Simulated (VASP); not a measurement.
Input:

```xyz
4
Lattice="3.3015 0.0000 0.0000 -1.6508 2.8592 0.0000 0.0000 0.0000 8.1348" Properties=species:S:1:pos:R:3 pbc="T T T"
Ni     0.0000     1.9061     0.2827
Ni     1.6508     0.9531     4.3501
Sb     0.0000     1.9061     2.7679
Sb     1.6508     0.9531     6.8353
```

The numbers are results of PBEsol GGA, VASP's PBE PAW potentials (set 64) (plane waves; VASP), not measurements. Settings: 400 eV cut-off, 12×12×5 Γ-centred mesh, tetrahedra with Blöchl corrections, potentials Ni Sb.

Unless said otherwise, spin-orbit coupling is left out, though it shifts the bands of the heavy elements here.

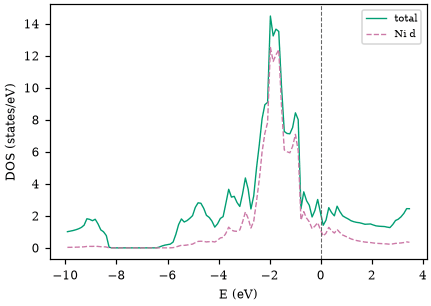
Fig. 1. Total and projected density of states, zero at the Fermi level

Within 2 eV below the Fermi level the largest weight inside VASP's projection spheres is Ni d.

It has no gap at this level: it comes out as a metal or semimetal.

The structure was generated: NiSb was put into the wurtzite type (P6_3mc), which need not be its known phase. It was relaxed first, which changed the volume by -31 %. The run is not spin-polarised, so no magnetic state was tried.
